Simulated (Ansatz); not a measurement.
## Electronic structure of Cl$_{2}$H$_{4}$OSi$_{2}$ in real space

```yaml
atoms:
  - { symbol: Si, position_ang: [-0.4448, -0.6746, -0.1293] }
  - { symbol: Si, position_ang: [0.5862, 1.2894, 0.5612] }
  - { symbol: O, position_ang: [0.2808, -1.1842, -1.5164] }
  - { symbol: H, position_ang: [-0.0413, -2.0043, -1.9214] }
  - { symbol: Cl, position_ang: [-2.4708, -0.3790, -0.4547] }
  - { symbol: Cl, position_ang: [-0.3000, -2.1429, 1.3270] }
  - { symbol: H, position_ang: [0.4218, 2.3291, -0.4897] }
  - { symbol: H, position_ang: [2.0305, 1.0281, 0.8017] }
  - { symbol: H, position_ang: [-0.0624, 1.7384, 1.8216] }
```

Theory: Ansatz 0.2.0, RKS r2SCAN-D4/6-31G*.

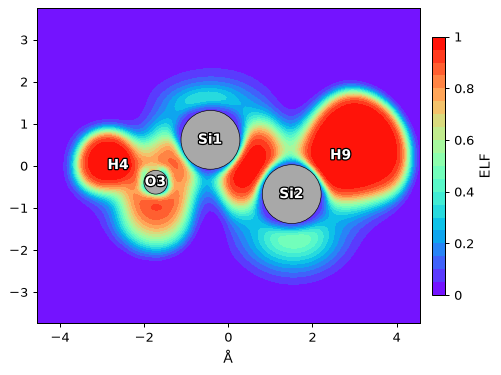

Figure 1. ELF on the plane of atoms Si1, O3 and H4. Grey discs cover the atomic cores.

### What do the fields say about this system?

Atoms in the plane: Si, O and H.
Si–O (1.65 Å): the ELF peaks at about 0.85 between the atoms (a shared but strongly polarised pair).
Si–Si (2.32 Å): the ELF peaks at about 1 between the atoms: localised, covalent bonding.
O–H (0.97 Å): the ELF climbs to about 1 towards the hydrogen, as it does in any bond to H: a covalent bond by its length.
Si–H (1.49 Å): the ELF climbs to about 1 towards the hydrogen.
The ELF also peaks beside O3, away from the bonds: lone-pair regions.

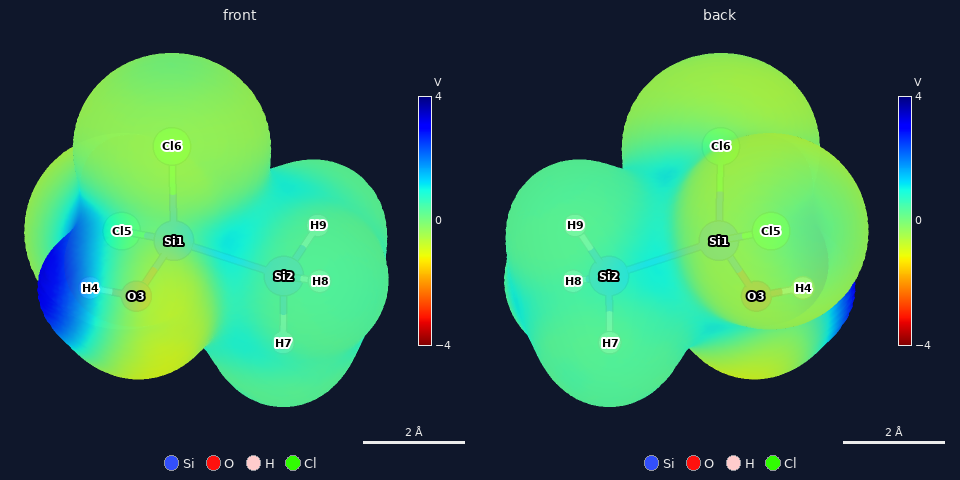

Figure 2. The electrostatic potential painted on the density surface at 0.002 e/bohr³, seen from the front and from behind; the colour scale runs from red (negative) to blue (positive).

### Describe the electrostatic potential map.

The most negative region (about −0.9 V) lies over O3, the most positive (about +3.2 V) over H4.

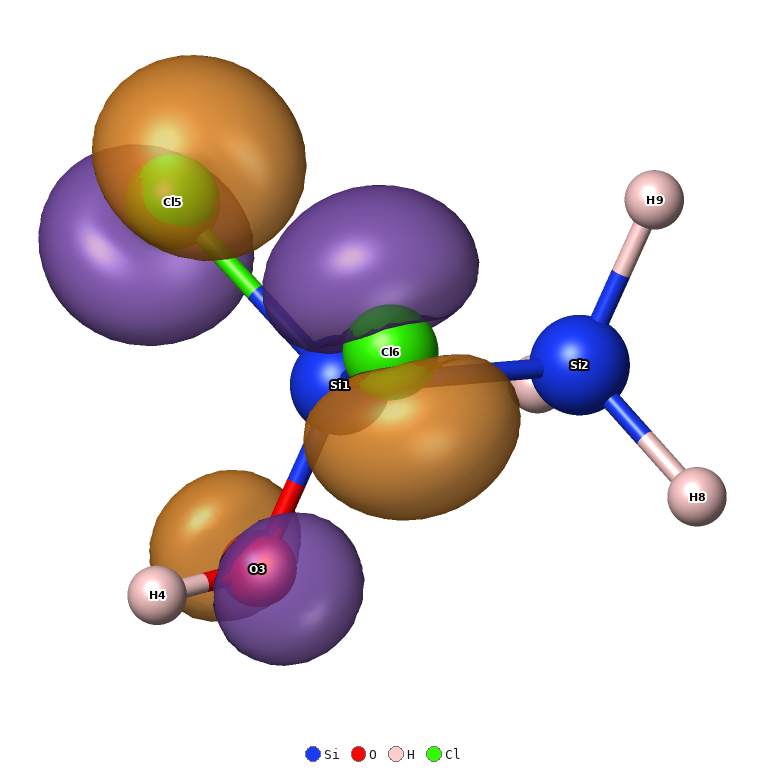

Figure 3. The HOMO−1 at ±0.15 Å⁻³ᐟ² (orange and purple are the two phases), seen at a tilt.

### What is the character of this orbital?

It lies mainly on Cl6 (about 40 %), Cl5 (about 40 %) and O3 (about 20 %); largely a combination of lone pairs on Cl6, Cl5 and O3. Its energy is −8.00 eV.
